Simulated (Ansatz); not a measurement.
**BH2O (SMILES B[O]) at UPBE0/STO-3G**

What is the vertical doublet–quartet gap of BH2O at UPBE0/STO-3G? 

The results are computed with Ansatz 0.2.0.

55 further runs of the same task are left out: 55 set aside as unsound or not needed.

**1. The structure to begin with**

BH2O has 4 atoms, charge 0, and is taken as a doublet. SMILES: `B[O]`. Geometry: relaxed at PBE0-D4/def2-TZVP.

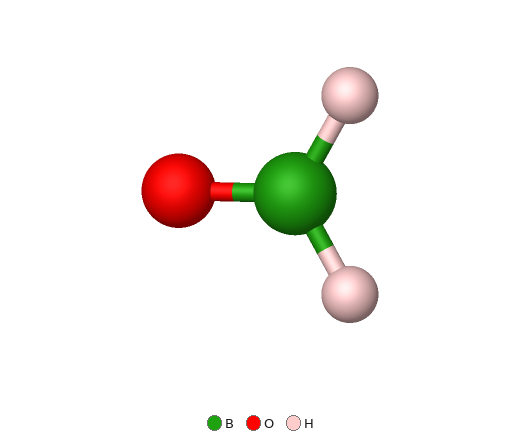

The structure, seen from a chosen angle (boron green, oxygen red, hydrogen pink).

**2. A single-point energy at UPBE0/STO-3G**

Contents of molecule.yaml:

```yaml
crystal:
  periodic: [false, false, false]
  atoms:
    - symbol: B
      position_ang: [-0.001100, -0.010300, -0.015100]
    - symbol: O
      position_ang: [1.025300, -0.340800, 0.676900]
    - symbol: H
      position_ang: [-1.052600, -0.587700, 0.151600]
    - symbol: H
      position_ang: [0.083900, 0.878500, -0.833600]
basis:
  gaussian: {orbitals: STO-3G}
hamiltonian: {xc: pbe0}
magnetization: {spin_polarized: true, initial_magnetization: 1}
accuracy: high
```

Run with:

```sh
$ ansatz run molecule.yaml --threads 1 --pin off --max-ram 2610MiB --events-out events.jsonl --progress --plain --runs-dir runs
```

Standard output:

```text
Warning: RAYON_NUM_THREADS=1 ignored (pool sized by the plan → 1); use --threads N
Functional definition: PBE0
  name "PBE0"
  parameter a = 0.25
  parameter kappa = 0.804
  parameter beta = 0.06672455060314922
  exchange = (1 - a)*pbe_x(kappa = kappa, mu = beta*pi^2/3) + a*exact_x
  correlation = pbe_c(beta = beta)
187 factors; integrals over basis functions are off by at most 2.1e-8 eV
mean field evaluation 1: about -2714.9918 eV, gradient 7.7e0 eV
mean field evaluation 2: about -2714.4748 eV, gradient 1.3e1 eV
mean field evaluation 4: about -2715.5009 eV, gradient 2.4e-1 eV
mean field evaluation 8: about -2715.4702 eV, gradient 6.8e-3 eV
mean field evaluation 16: about -2715.4702 eV, gradient 5.3e-8 eV
mean field -2715.47016248 eV, -99.7916878593 hartree, gradient 6.0e-8 eV, S^2 0.758104; 0 other end points of the search recorded, 0 dependent functions left out
reference -2715.47016352 eV, -99.7916878974 hartree; 8, 7 occupied and 4, 5 virtual orbitals, 187 factors
Total energy: -2715.47016352 eV, -99.7916878974 hartree
```

Run time: 0.76 s. Hardware: 1 thread of Arm Neoverse V2, shared host; peak memory 0.1 GiB.

**3. The quartet at the same level**

Contents of job.yaml:

```yaml
crystal:
  periodic: [false, false, false]
  atoms:
    - {symbol: B, position_ang: [-0.001100, -0.010300, -0.015100]}
    - {symbol: O, position_ang: [1.025300, -0.340800, 0.676900]}
    - {symbol: H, position_ang: [-1.052600, -0.587700, 0.151600]}
    - {symbol: H, position_ang: [0.083900, 0.878500, -0.833600]}
basis:
  gaussian: {orbitals: STO-3G}
magnetization: {spin_polarized: true, initial_magnetization: 3}
hamiltonian: {xc: {name: PBE0}}
accuracy: high
```

Run with:

```sh
$ ansatz run job.yaml --threads 1 --pin off --max-ram 2610MiB --events-out events.jsonl --progress --plain --runs-dir runs
```

Standard output, cut to the lines that bear on the results:

```text
Warning: RAYON_NUM_THREADS=1 ignored (pool sized by the plan → 1); use --threads N
[... 7 set-up lines as earlier in the session ...]
187 factors; integrals over basis functions are off by at most 2.1e-8 eV
mean field evaluation 1: about -2707.2326 eV, gradient 1.1e1 eV
mean field evaluation 2: about -2707.2633 eV, gradient 1.1e1 eV
mean field evaluation 4: about -2708.1720 eV, gradient 7.1e-2 eV
mean field evaluation 8: about -2708.1578 eV, gradient 1.7e-3 eV
mean field evaluation 16: about -2708.1578 eV, gradient 6.6e-8 eV
mean field -2708.15776199 eV, -99.5229620980 hartree, gradient 6.2e-8 eV, S^2 3.752399; 0 other end points of the search recorded, 0 dependent functions left out
reference -2708.15776307 eV, -99.5229621375 hartree; 9, 6 occupied and 3, 6 virtual orbitals, 187 factors
Total energy: -2708.15776307 eV, -99.5229621375 hartree
```

Wall time 0.74 s (1 thread of Arm Neoverse V2, shared host); peak memory 0.1 GiB.

**4. Summary of results**

At UPBE0/STO-3G:

```
                                        quantity         value
                           doublet: total energy  -99.79169 Eh
                                   doublet: ⟨S²⟩         0.758
                           quartet: total energy  -99.52296 Eh
                                   quartet: ⟨S²⟩         3.752
vertical energy of the quartet above the doublet      7.312 eV
```

**Reading.** At this shape the quartet lies 7.31 eV (169 kcal/mol) above the doublet. In a minimal basis such a difference can be off by several eV, whatever the method.
